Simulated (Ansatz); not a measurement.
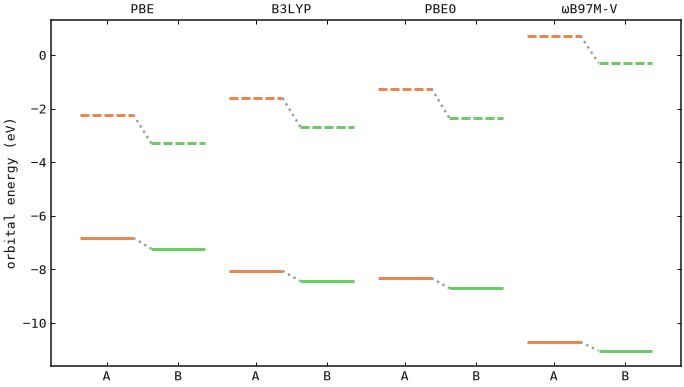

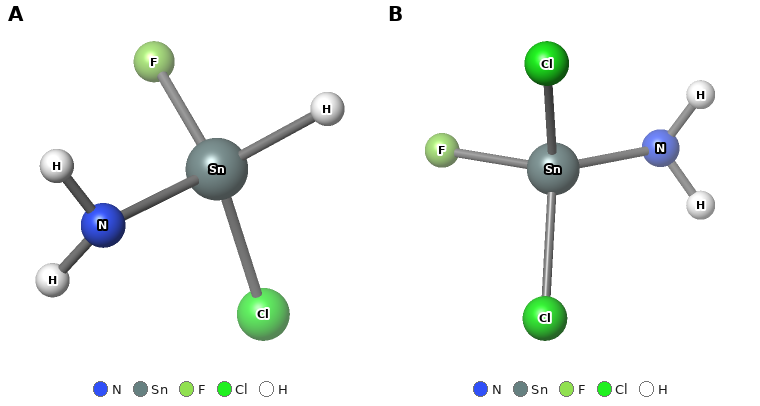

One change: A, SnNH₃ClF (SMILES [NH2][Sn@H]([F])[Cl]), becomes B, SnNH₂Cl₂F (SMILES [NH2][Sn]([F])([Cl])[Cl]). H on Sn is replaced by Cl. HOMO (solid) and LUMO (dashed) computed in def2-TZVPP at PBE0-D4/def2-TZVP geometries, both minima by their frequencies, gas phase, the Ansatz code. Empty levels above zero depend strongly on the basis.

> What does the change do to HOMO and LUMO?

PBE: the HOMO falls by 0.41 eV, the LUMO falls by 1.07 eV, and the separation goes from 4.60 to 3.94 eV. B3LYP: the HOMO falls by 0.38 eV, the LUMO falls by 1.07 eV, and the separation goes from 6.45 to 5.76 eV. PBE0: the HOMO falls by 0.38 eV, the LUMO falls by 1.10 eV, and the separation goes from 7.07 to 6.35 eV. ωB97M-V: the HOMO falls by 0.32 eV, the LUMO falls by 1.01 eV, and the separation goes from 11.42 to 10.73 eV.

> Do the functionals agree on the effect?

They agree on the direction for both levels; the HOMO shift lies between −0.41 and −0.32 eV and the LUMO shift between −1.10 and −1.01 eV, while the separations themselves differ by up to 6.8 eV between functionals.

Caveats: core potentials past krypton; spin-orbit coupling is left out, and with Sn it can shift these values.
